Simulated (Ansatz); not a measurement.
Bands of a (12,0) BAs nanotube, along its axis.

Levels: PBE (plane waves to 420 eV, PAW; Ansatz, a program for electronic structure); PBE with spin-orbit coupling (Ansatz). Unmarked values and the geometry are of the first. Mesh 1×1×6. No spin polarisation. Periodic along z alone, with about 11 Å of vacuum beside it. A hypothetical model, rolled from the flat sheet. Symmetry and one short period hold its shape; lower forms weren't sought. Values not marked SOC lack spin–orbit coupling.

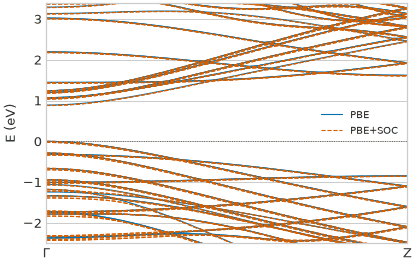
Bands from the zone centre to the zone edge (period 5.85 Å); the dotted line marks the highest filled level of each set

**Question.** Is it a metal or a semiconductor at this level? Give what the bands show.

**Answer.** A semiconductor in PBE.
```
Property                                    Result
----------------------------  --------------------
PBE gap                       0.89 eV, direct at Γ
PBE+SOC gap at this geometry               0.88 eV
```
